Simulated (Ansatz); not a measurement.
**A ladder of methods for SiH2O2F (SMILES O[Si](O)F)**

The species is SiH2O2F (6 atoms), meant as a doublet with charge 0. As SMILES, `O[Si](O)F`. Geometry: optimised at wB97X-V/def2-SVP. This is one conformer, not always the lowest.

Each level gives the adiabatic electron affinity (to the singlet anion, shapes relaxed at wB97X-V/def2-SVP, no zero-point term) (eV). The values are calculated.

The electron affinity is E(neutral) − E(anion): positive where the electron is bound.

```tsv
level	kind	program	value (eV)	CPU time (all runs)
UHF/def2-TZVP	Hartree–Fock	Ansatz	0.17	1.3 s
USVWN5/def2-TZVP	LDA	Ansatz	1.50	1.1 s
UPBE/def2-TZVP	GGA	Ansatz	1.35	2.1 s
U-r2SCAN/def2-TZVP	meta-GGA	Ansatz	1.15	4 s
UPBE0-D4/def2-TZVP	global hybrid	Ansatz	1.29	2.9 s
U-wB97M-V/def2-TZVP	range-separated hybrid	Ansatz	1.51	8.5 s
UB2PLYP/def2-TZVP	double hybrid	Ansatz	1.31	4.9 s
RPA@PBE/def2-TZVP	RPA	Ansatz	1.58	4.7 s
UMP2/def2-TZVP	perturbation theory	Ansatz	1.18	2.2 s
```

The values span 0.17 to 1.58 eV. Times are those of the runs behind each value, whatever else they computed, on shared processors of several kinds: orders of magnitude only.

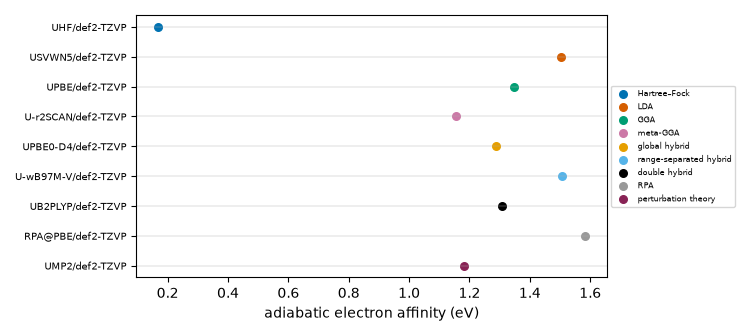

The values of the table, level by level.
